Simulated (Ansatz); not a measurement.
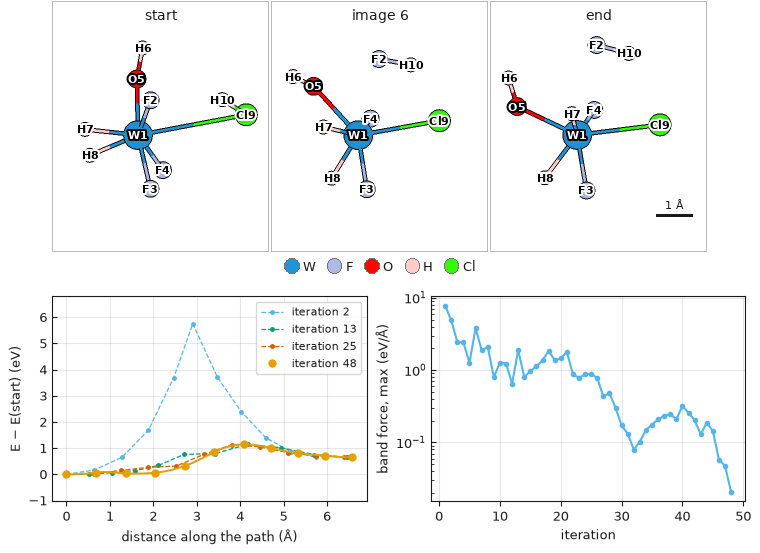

A search for the minimum-energy path of WH$_{4}$OClF$_{3}$ by the nudged elastic band. Images are numbered from 0 (start) to 10 (end). The plot follows the band through its iterations. The picture is a ball-and-stick view, seen at a tilt.

All numbers below come from Ansatz 0.2.0, RKS B3LYP-D4/def2-SVP. Run with 9 movable images; climbing image; force threshold 0.03 eV/Å; iteration limit 60; starting path through a guess of the saddle point.

Did the band converge, and can the barrier be trusted?

Answer. The run is converged, with reservations. The band converged in 48 iterations. The largest component of the band force went from 7.7 to 0.021 eV/Å. The climbing image converged on the top of the path. Its vibrational analysis gives one imaginary mode (200i cm⁻¹), as a transition state must have. The first iteration put the highest image at 8.41 eV. Forward barrier 1.15 eV, backward barrier 0.50 eV, with image 6 at the top; the reaction energy is +0.65 eV.
